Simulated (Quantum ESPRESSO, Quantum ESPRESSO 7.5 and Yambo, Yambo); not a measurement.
**Quasiparticle gap of SiC (P6_3mc) in Yambo**

Aim: the G0W0 gap of SiC (P6_3mc) on PBE, step by step.

Main program and level: Quantum ESPRESSO 7.5 and Yambo 5.3.0; PBE and many-body steps on it, plane waves.

**What was measured.**

- Gap 3.26 eV: band gap of pure 4H-SiC, stated as experimental; bulk crystal (pure 4H-SiC, measurement details not given) (quoted in “IBIL Measurement and Optical Simulation of the DI Center in 4H-SiC”, 2023, pmc:10096426).

- Gap 3.2 eV: experimental band gap quoted from earlier work; bulk crystal (quoted in “Local vibrational modes of Si vacancy spin qubits in SiC”, 2020, arxiv:2002.00067).

- Gap 3.285 eV: band gap at low temperature, quoted from earlier experiments; bulk crystal (quoted in “Excitation properties of the divacancy in 4H-SiC”, 2018, arxiv:1804.01167).

### Step 1. Starting point

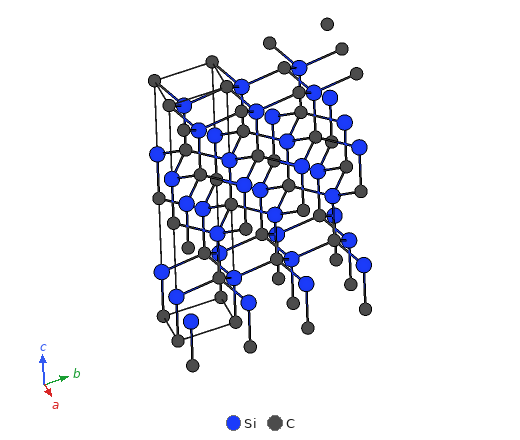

Start, viewed slightly off an axis; silicon blue, carbon dark grey. 2×3×1 cells are drawn. Bonds to atoms that aren't drawn are left out. Some periodic images of atoms are drawn too.

Structure file:

```cif
data_structure
_symmetry_space_group_name_H-M 'P6_3mc'
_symmetry_Int_Tables_number 186
_cell_length_a 3.0757
_cell_length_b 3.0757
_cell_length_c 10.0706
_cell_angle_alpha 90.000
_cell_angle_beta 90.000
_cell_angle_gamma 120.000
_cell_volume 82.50
loop_
_atom_site_label
_atom_site_type_symbol
_atom_site_symmetry_multiplicity
_atom_site_Wyckoff_symbol
_atom_site_fract_x
_atom_site_fract_y
_atom_site_fract_z
_atom_site_occupancy
Si1 Si 2 b 0.66667 0.33333 0.93784 1
Si2 Si 2 a 0.00000 0.00000 0.68789 1
C1 C 2 b 0.66667 0.33333 0.74980 1
C2 C 2 a 0.00000 0.00000 0.50046 1
```

The cell and positions are those that the Materials Project relaxed with its own functionals (PBE, PBE+U or r2SCAN), kept fixed.

### Step 2. Ground state

This step: Quantum ESPRESSO 7.5; DFT, PBE, plane waves, norm-conserving pseudopotentials.

The ground-state density comes first.

pw.in reads:

```
&control
  calculation = 'scf'
  prefix = 'x'
  outdir = 'o'
  pseudo_dir = 'pseudo'
/
&system
  ibrav = 0
  nat = 8
  ntyp = 2
  ecutwfc = 74.0
  nbnd = 24
  force_symmorphic = .true.
/
&electrons
  conv_thr = 1e-10
  electron_maxstep = 80
  mixing_beta = 0.5
/
ATOMIC_SPECIES
  Si 28.085 Si.upf
  C 12.011 C.upf
CELL_PARAMETERS angstrom
  3.0756941497 -0.0000000000 0.0000000000
  -1.5378470748 2.6636292679 0.0000000000
  0.0000000000 0.0000000000 10.0706464800
ATOMIC_POSITIONS crystal
  Si 0.6666666667 0.3333333333 0.9378419800
  Si 0.3333333333 0.6666666667 0.4378419800
  Si 0.0000000000 0.0000000000 0.6878943800
  Si 0.0000000000 0.0000000000 0.1878943800
  C 0.6666666667 0.3333333333 0.7498025900
  C 0.3333333333 0.6666666667 0.2498025900
  C 0.0000000000 0.0000000000 0.5004600500
  C 0.0000000000 0.0000000000 0.0004600500
K_POINTS automatic
  6 6 2 0 0 0
```

On the command line:

```sh
$ OMP_NUM_THREADS=1 mpirun -n 4 pw.x -nk 4 -in pw.in > pw.out
```

Output:

```text
Program PWSCF v.7.5 starts

     This program is part of the open-source Quantum ESPRESSO suite
     for quantum simulation of materials; please cite
         "P. Giannozzi et al., J. Phys.:Condens. Matter 21 395502 (2009);
         "P. Giannozzi et al., J. Phys.:Condens. Matter 29 465901 (2017);
         "P. Giannozzi et al., J. Chem. Phys. 152 154105 (2020);
     in publications or presentations arising from this work. More details at
     Message from routine setup:
     using ibrav=0 with symmetry is DISCOURAGED, use correct ibrav instead

     G-vector sticks info

     bravais-lattice index     =            0
     lattice parameter (alat)  =       5.8122  a.u.
     unit-cell volume          =     556.7637 (a.u.)^3
     number of atoms/cell      =            8
     number of atomic types    =            2
     number of electrons       =        32.00
     number of Kohn-Sham states=           24
     kinetic-energy cutoff     =      74.0000  Ry
     charge density cutoff     =     296.0000  Ry
     scf convergence threshold =      1.0E-10
     mixing beta               =       0.5000
     number of iterations used =            8  plain     mixing
     Exchange-correlation= PBE
                           (   1   4   3   4   0   0   0)

     celldm(1)=   5.812220  celldm(2)=   0.000000  celldm(3)=   0.000000
     celldm(4)=   0.000000  celldm(5)=   0.000000  celldm(6)=   0.000000

     crystal axes: (cart. coord. in units of alat)
               a(1) = (   1.000000  -0.000000   0.000000 )
               a(2) = (  -0.500000   0.866025   0.000000 )
               a(3) = (   0.000000   0.000000   3.274268 )

     reciprocal axes: (cart. coord. in units 2 pi/alat)
               b(1) = (  1.000000  0.577350 -0.000000 )
               b(2) = (  0.000000  1.154701 -0.000000 )
               b(3) = ( -0.000000 -0.000000  0.305412 )
     Pseudo is Norm-conserving + core correction, Zval =  4.0
     Generated using ONCVPSP code by D. R. Hamann
     Using radial grid of 1510 points,  6 beta functions with:
     Pseudo is Norm-conserving + core correction, Zval =  4.0
     Generated using ONCVPSP code by D. R. Hamann
     Using radial grid of 1248 points,  4 beta functions with:
     Si                4.00    28.08500     Si( 1.00)
     C                 4.00    12.01100     C ( 1.00)

      6 Sym. Ops. (no inversion) found

   Cartesian axes

     site n.     atom                  positions (alat units)
         1        Si     tau(   1) = (   0.5000000   0.2886751   3.0707458  )
         2        Si     tau(   2) = (  -0.0000000   0.5773503   1.4336119  )
         3        Si     tau(   3) = (   0.0000000   0.0000000   2.2523505  )
         4        Si     tau(   4) = (   0.0000000   0.0000000   0.6152165  )
         5        C      tau(   5) = (   0.5000000   0.2886751   2.4550545  )
         6        C      tau(   6) = (  -0.0000000   0.5773503   0.8179206  )
         7        C      tau(   7) = (   0.0000000   0.0000000   1.6386403  )
         8        C      tau(   8) = (   0.0000000   0.0000000   0.0015063  )

     number of k points=    14
                       cart. coord. in units 2pi/alat
        k(    1) = (   0.0000000   0.0000000   0.0000000), wk =   0.0277778
        k(    2) = (   0.0000000   0.0000000  -0.1527059), wk =   0.0277778
        k(    3) = (   0.0000000   0.1924501   0.0000000), wk =   0.1666667
        k(    4) = (   0.0000000   0.1924501  -0.1527059), wk =   0.1666667
        k(    5) = (   0.0000000   0.3849002   0.0000000), wk =   0.1666667
        k(    6) = (   0.0000000   0.3849002  -0.1527059), wk =   0.1666667
        k(    7) = (   0.0000000  -0.5773503   0.0000000), wk =   0.0833333
        k(    8) = (   0.0000000  -0.5773503  -0.1527059), wk =   0.0833333
        k(    9) = (   0.1666667   0.2886751   0.0000000), wk =   0.1666667
        k(   10) = (   0.1666667   0.2886751  -0.1527059), wk =   0.1666667
        k(   11) = (   0.1666667   0.4811252   0.0000000), wk =   0.3333333
        k(   12) = (   0.1666667   0.4811252  -0.1527059), wk =   0.3333333
        k(   13) = (   0.3333333   0.5773503   0.0000000), wk =   0.0555556
        k(   14) = (   0.3333333   0.5773503  -0.1527059), wk =   0.0555556

     Dense  grid:    47781 G-vectors     FFT dimensions: (  32,  32, 108)

     Initial potential from superposition of free atoms

     starting charge      31.9974, renormalised to      32.0000
     Starting wfcs are   32 randomized atomic wfcs

     per-process dynamical memory:    43.6 Mb

     Self-consistent Calculation

     iteration #  1     ecut=    74.00 Ry     beta= 0.50

     total energy              =     -81.73755223 Ry
     estimated scf accuracy    <       1.73497666 Ry

     iteration #  2     ecut=    74.00 Ry     beta= 0.50

     total energy              =     -82.15226645 Ry
     estimated scf accuracy    <       0.07190896 Ry

     iteration #  3     ecut=    74.00 Ry     beta= 0.50

     total energy              =     -82.15527948 Ry
     estimated scf accuracy    <       0.01468537 Ry

     iteration #  4     ecut=    74.00 Ry     beta= 0.50

     total energy              =     -82.15706115 Ry
     estimated scf accuracy    <       0.00520743 Ry

     iteration #  5     ecut=    74.00 Ry     beta= 0.50

     total energy              =     -82.15746158 Ry
     estimated scf accuracy    <       0.00029696 Ry

     iteration #  6     ecut=    74.00 Ry     beta= 0.50

     total energy              =     -82.15765044 Ry
     estimated scf accuracy    <       0.00016914 Ry

     iteration #  7     ecut=    74.00 Ry     beta= 0.50

     total energy              =     -82.15761648 Ry
     estimated scf accuracy    <       0.00007073 Ry

     iteration #  8     ecut=    74.00 Ry     beta= 0.50

     total energy              =     -82.15763615 Ry
     estimated scf accuracy    <       0.00000197 Ry

     iteration #  9     ecut=    74.00 Ry     beta= 0.50

     total energy              =     -82.15763593 Ry
     estimated scf accuracy    <       0.00000086 Ry

     iteration # 10     ecut=    74.00 Ry     beta= 0.50

     total energy              =     -82.15763607 Ry
     estimated scf accuracy    <       0.00000004 Ry

     iteration # 11     ecut=    74.00 Ry     beta= 0.50

     total energy              =     -82.15763606 Ry
     estimated scf accuracy    <       0.00000003 Ry

     iteration # 12     ecut=    74.00 Ry     beta= 0.50

     total energy              =     -82.15763607 Ry
     estimated scf accuracy    <          3.1E-09 Ry

     iteration # 13     ecut=    74.00 Ry     beta= 0.50

     total energy              =     -82.15763607 Ry
     estimated scf accuracy    <          6.0E-10 Ry

     iteration # 14     ecut=    74.00 Ry     beta= 0.50

     End of self-consistent calculation

          k = 0.0000 0.0000 0.0000 (  5975 PWs)   bands (ev):

    -5.9065  -4.7274  -4.6903  -2.3298   0.9692   5.2136   5.2542   8.4176
     8.4176   8.8798   8.8798   9.0221   9.0221   9.5541   9.6070   9.6070
    14.7181  15.2976  15.9184  15.9433  16.6000  16.6000  16.6246  17.0213

          k = 0.0000 0.0000-0.1527 (  5896 PWs)   bands (ev):

    -5.6014  -5.6014  -3.3509  -3.3509   2.4825   2.4825   8.0588   8.0588
     8.5617   8.5617   8.5618   8.5618   9.4003   9.4003   9.4003   9.4003
    14.9266  14.9266  16.3900  16.3900  16.6895  16.6895  16.6895  16.6895

          k = 0.0000 0.1925 0.0000 (  5970 PWs)   bands (ev):

    -5.4260  -4.2640  -4.2245  -1.9306   1.4042   5.2303   5.2968   6.3075
     7.1679   7.3173   7.6842   8.0758   8.3790   8.4405   9.2205   9.3602
    14.3922  15.0788  15.3568  16.4259  16.7646  17.0710  17.2053  17.3011

          k = 0.0000 0.1925-0.1527 (  5966 PWs)   bands (ev):

     [... further k-points ...]

     highest occupied, lowest unoccupied level (ev):     9.6070   11.8350

!    total energy              =     -82.15763607 Ry
     estimated scf accuracy    <          9.2E-11 Ry

     The total energy is the sum of the following terms:
     one-electron contribution =      22.45812901 Ry
     hartree contribution      =       9.39351775 Ry
     xc contribution           =     -30.25601132 Ry
     ewald contribution        =     -83.75327150 Ry

     convergence has been achieved in  14 iterations

     XML data file, charge density, pseudopotentials, collected wavefunctions

=------------------------------------------------------------------------------=
   JOB DONE.
=------------------------------------------------------------------------------=
```

Run time: 14 s. Hardware: 4 MPI ranks of Arm Neoverse V1, shared host; peak memory 0.36 GiB; 54 s of CPU time.

This step gave:

- total energy: -1117.8116 eV
- gap: 2.228 eV
- k of the valence top: 0, 0, 0
- k of the conduction bottom: 0, -0.5, 0
- least direct gap: 3.353 eV

The gap is indirect, with the least direct gap 1.13 eV higher.

### Step 3. Bands along the symmetry lines

Levels along a band path, at the cheap level, show where the edges lie and whether the meshes to come will hold them.

pw.in reads:

```
&control
  calculation = 'bands'
  prefix = 'x'
  outdir = 'o'
  pseudo_dir = 'pseudo'
/
&system
  ibrav = 0
  nat = 8
  ntyp = 2
  ecutwfc = 74.0
  nbnd = 22
  force_symmorphic = .true.
/
&electrons
  conv_thr = 1e-9
  electron_maxstep = 80
  diago_full_acc = .true.
  diago_thr_init = 5e-6
/
ATOMIC_SPECIES
  Si 28.085 Si.upf
  C 12.011 C.upf
CELL_PARAMETERS angstrom
  3.0756941497 -0.0000000000 0.0000000000
  -1.5378470748 2.6636292679 0.0000000000
  0.0000000000 0.0000000000 10.0706464800
ATOMIC_POSITIONS crystal
  Si 0.6666666667 0.3333333333 0.9378419800
  Si 0.3333333333 0.6666666667 0.4378419800
  Si 0.0000000000 0.0000000000 0.6878943800
  Si 0.0000000000 0.0000000000 0.1878943800
  C 0.6666666667 0.3333333333 0.7498025900
  C 0.3333333333 0.6666666667 0.2498025900
  C 0.0000000000 0.0000000000 0.5004600500
  C 0.0000000000 0.0000000000 0.0004600500
K_POINTS crystal
  75
  0.00000000 0.00000000 0.00000000 1
  0.06250000 0.00000000 0.00000000 1
  0.12500000 0.00000000 0.00000000 1
  0.18750000 0.00000000 0.00000000 1
  0.25000000 0.00000000 0.00000000 1
  0.31250000 0.00000000 0.00000000 1
  0.37500000 0.00000000 0.00000000 1
  0.43750000 0.00000000 0.00000000 1
  0.50000000 0.00000000 0.00000000 1
  0.47916667 0.04166667 0.00000000 1
  0.45833333 0.08333333 0.00000000 1
  0.43750000 0.12500000 0.00000000 1
  0.41666666 0.16666666 0.00000000 1
  0.39583333 0.20833333 0.00000000 1
  0.37500000 0.25000000 0.00000000 1
  0.35416666 0.29166666 0.00000000 1
  0.33333333 0.33333333 0.00000000 1
  0.29166666 0.29166666 0.00000000 1
  0.25000000 0.25000000 0.00000000 1
  0.20833333 0.20833333 0.00000000 1
  0.16666666 0.16666666 0.00000000 1
  0.12500000 0.12500000 0.00000000 1
  0.08333333 0.08333333 0.00000000 1
  0.04166667 0.04166667 0.00000000 1
  0.00000000 0.00000000 0.00000000 1
  0.00000000 0.00000000 0.06250000 1
  0.00000000 0.00000000 0.12500000 1
  0.00000000 0.00000000 0.18750000 1
  0.00000000 0.00000000 0.25000000 1
  0.00000000 0.00000000 0.31250000 1
  0.00000000 0.00000000 0.37500000 1
  0.00000000 0.00000000 0.43750000 1
  0.00000000 0.00000000 0.50000000 1
  0.06250000 0.00000000 0.50000000 1
  0.12500000 0.00000000 0.50000000 1
  0.18750000 0.00000000 0.50000000 1
  0.25000000 0.00000000 0.50000000 1
  0.31250000 0.00000000 0.50000000 1
  0.37500000 0.00000000 0.50000000 1
  0.43750000 0.00000000 0.50000000 1
  0.50000000 0.00000000 0.50000000 1
  0.47916667 0.04166667 0.50000000 1
  0.45833333 0.08333333 0.50000000 1
  0.43750000 0.12500000 0.50000000 1
  0.41666666 0.16666666 0.50000000 1
  0.39583333 0.20833333 0.50000000 1
  0.37500000 0.25000000 0.50000000 1
  0.35416666 0.29166666 0.50000000 1
  0.33333333 0.33333333 0.50000000 1
  0.29166666 0.29166666 0.50000000 1
  0.25000000 0.25000000 0.50000000 1
  0.20833333 0.20833333 0.50000000 1
  0.16666666 0.16666666 0.50000000 1
  0.12500000 0.12500000 0.50000000 1
  0.08333333 0.08333333 0.50000000 1
  0.04166667 0.04166667 0.50000000 1
  0.00000000 0.00000000 0.50000000 1
  0.50000000 0.00000000 0.50000000 1
  0.50000000 0.00000000 0.43750000 1
  0.50000000 0.00000000 0.37500000 1
  0.50000000 0.00000000 0.31250000 1
  0.50000000 0.00000000 0.25000000 1
  0.50000000 0.00000000 0.18750000 1
  0.50000000 0.00000000 0.12500000 1
  0.50000000 0.00000000 0.06250000 1
  0.50000000 0.00000000 0.00000000 1
  0.33333333 0.33333333 0.50000000 1
  0.33333333 0.33333333 0.43750000 1
  0.33333333 0.33333333 0.37500000 1
  0.33333333 0.33333333 0.31250000 1
  0.33333333 0.33333333 0.25000000 1
  0.33333333 0.33333333 0.18750000 1
  0.33333333 0.33333333 0.12500000 1
  0.33333333 0.33333333 0.06250000 1
  0.33333333 0.33333333 0.00000000 1
```

Output:

```text
[banner, memory and clock lines left out]
Program PWSCF v.7.5 starts

     Atomic positions and unit cell read from directory:
     o/x.save/

     Message from routine setup:
     using ibrav=0 with symmetry is DISCOURAGED, use correct ibrav instead

     G-vector sticks info

     bravais-lattice index     =            0
     lattice parameter (alat)  =       5.8122  a.u.
     unit-cell volume          =     556.7637 (a.u.)^3
     number of atoms/cell      =            8
     number of atomic types    =            2
     number of electrons       =        32.00
     number of Kohn-Sham states=           22
     kinetic-energy cutoff     =      74.0000  Ry
     charge density cutoff     =     296.0000  Ry
     Exchange-correlation= PBE
                           (   1   4   3   4   0   0   0)

     celldm(1)=   5.812220  celldm(2)=   0.000000  celldm(3)=   0.000000
     celldm(4)=   0.000000  celldm(5)=   0.000000  celldm(6)=   0.000000

     crystal axes: (cart. coord. in units of alat)
               a(1) = (   1.000000  -0.000000   0.000000 )
               a(2) = (  -0.500000   0.866025   0.000000 )
               a(3) = (   0.000000   0.000000   3.274268 )

     reciprocal axes: (cart. coord. in units 2 pi/alat)
               b(1) = (  1.000000  0.577350 -0.000000 )
               b(2) = (  0.000000  1.154701 -0.000000 )
               b(3) = ( -0.000000 -0.000000  0.305412 )
     Pseudo is Norm-conserving + core correction, Zval =  4.0
     Generated using ONCVPSP code by D. R. Hamann
     Using radial grid of 1510 points,  6 beta functions with:
     Pseudo is Norm-conserving + core correction, Zval =  4.0
     Generated using ONCVPSP code by D. R. Hamann
     Using radial grid of 1248 points,  4 beta functions with:
     Si                4.00    28.08500     Si( 1.00)
     C                 4.00    12.01100     C ( 1.00)

      6 Sym. Ops. (no inversion) found

   Cartesian axes

     site n.     atom                  positions (alat units)
         1        Si     tau(   1) = (   0.5000000   0.2886751   3.0707458  )
         2        Si     tau(   2) = (  -0.0000000   0.5773503   1.4336119  )
         3        Si     tau(   3) = (   0.0000000   0.0000000   2.2523505  )
         4        Si     tau(   4) = (   0.0000000   0.0000000   0.6152165  )
         5        C      tau(   5) = (   0.5000000   0.2886751   2.4550545  )
         6        C      tau(   6) = (  -0.0000000   0.5773503   0.8179206  )
         7        C      tau(   7) = (   0.0000000   0.0000000   1.6386403  )
         8        C      tau(   8) = (   0.0000000   0.0000000   0.0015063  )

     number of k points=    75
                       cart. coord. in units 2pi/alat
        k(    1) = (   0.0000000   0.0000000   0.0000000), wk =   0.0266667
        k(    2) = (   0.0625000   0.0360844   0.0000000), wk =   0.0266667
        k(    3) = (   0.1250000   0.0721688   0.0000000), wk =   0.0266667
[...]
[... 63 further rows ...]
        k(   74) = (   0.3333333   0.5773503   0.0190882), wk =   0.0266667
        k(   75) = (   0.3333333   0.5773503   0.0000000), wk =   0.0266667

     Dense  grid:    47781 G-vectors     FFT dimensions: (  32,  32, 108)

     The potential is recalculated from file :
     o/x.save/charge-density

     Starting wfcs are   32 randomized atomic wfcs

     Band Structure Calculation

     End of band structure calculation

          k = 0.0000 0.0000 0.0000 (  5975 PWs)   bands (ev):

    -5.9065  -4.7273  -4.6903  -2.3297   0.9692   5.2137   5.2542   8.4176
     8.4176   8.8798   8.8798   9.0222   9.0222   9.5542   9.6071   9.6071
    14.7181  15.2976  15.9184  15.9434  16.6001  16.6001

          k = 0.0625 0.0361 0.0000 (  5951 PWs)   bands (ev):

    -5.8385  -4.6615  -4.6242  -2.2721   1.0319   5.2367   5.2784   8.0142
[...]
14.9601  15.5146  15.9334  16.0470  16.4558  16.5661

          k = 0.1250 0.0722 0.0000 (  5952 PWs)   bands (ev):

[...]
14.8744  15.5374  15.6319  16.3074  16.5596  16.8568

[...]
k = 0.3333 0.5774 0.0191 (  6009 PWs)   bands (ev):

[...]
13.5457  13.5457  14.8309  15.2601  15.2601  18.4598

          k = 0.3333 0.5774 0.0000 (  6012 PWs)   bands (ev):

    -1.4310  -1.2200  -1.2200  -1.1344   1.9196   2.3206   2.3206   3.4054
     3.4054   3.4306   5.2216   5.2216   5.6050   6.7305   6.7305   7.9314
    13.5862  13.5862  14.8027  15.2083  15.2083  18.5501

     XML data file, pseudopotentials, collected wavefunctions
```

The job ended after 19 s (4 MPI ranks; peak memory 0.3 GiB).

This step gave:

```
gap                        : 2.228 eV
k of the valence top       : 0, 0, 0
k of the conduction bottom : 0.5, 0, 0
least direct gap           : 3.353 eV
```

The gap is 2.228 eV, as in the run before at this level.

Electronic bands along the path, in eV, zero at the top of the highest filled band:

| point | band 13 | band 14 | band 15 | band 16 | band 17 | band 18 | band 19 | band 20 |
| --- | --- | --- | --- | --- | --- | --- | --- | --- |
| Γ | -0.58 | -0.05 | 0.00 | 0.00 | 5.11 | 5.69 | 6.31 | 6.34 |
| M | -2.37 | -2.23 | -1.58 | -1.13 | 2.23 | 2.36 | 4.24 | 4.76 |
| K | -4.00 | -2.88 | -2.88 | -1.68 | 3.98 | 3.98 | 5.20 | 5.60 |
| Γ | -0.58 | -0.05 | 0.00 | 0.00 | 5.11 | 5.69 | 6.31 | 6.34 |
| A | -0.21 | -0.21 | -0.21 | -0.21 | 5.32 | 5.32 | 6.78 | 6.78 |
| L | -2.51 | -2.51 | -1.56 | -1.56 | 2.64 | 2.64 | 4.22 | 4.22 |
| H | -2.76 | -2.76 | -2.46 | -2.46 | 3.25 | 3.25 | 6.69 | 6.69 |
| A | -0.21 | -0.21 | -0.21 | -0.21 | 5.32 | 5.32 | 6.78 | 6.78 |
| jump to L | -2.51 | -2.51 | -1.56 | -1.56 | 2.64 | 2.64 | 4.22 | 4.22 |
| M | -2.37 | -2.23 | -1.58 | -1.13 | 2.23 | 2.36 | 4.24 | 4.76 |
| jump to H | -2.76 | -2.76 | -2.46 | -2.46 | 3.25 | 3.25 | 6.69 | 6.69 |
| K | -4.00 | -2.88 | -2.88 | -1.68 | 3.98 | 3.98 | 5.20 | 5.60 |

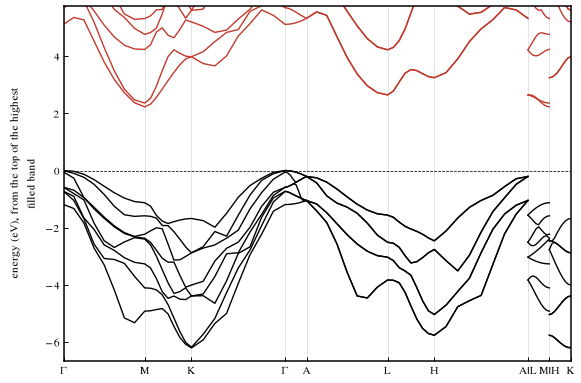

Electronic bands along the path; lines of filled and empty bands in two colours.

(Part 1 of 3 ends here.)

[Paths, hosts, dates, memory and timing lines, banners, echoed tables and standing remarks are left out of the program output.]

[Logs are printed without paths, hosts, clocks, repeated set-up lines and the standing remarks that a program may print on its own settings, such as how far it seeks lower states.]

[Runs of the session that timed out or met a known fault of the program may be left out.]

[Hosts, paths, dates, database ids (printed as entryN), source tags and the programs' standing remarks are cut or masked in the printed files.]
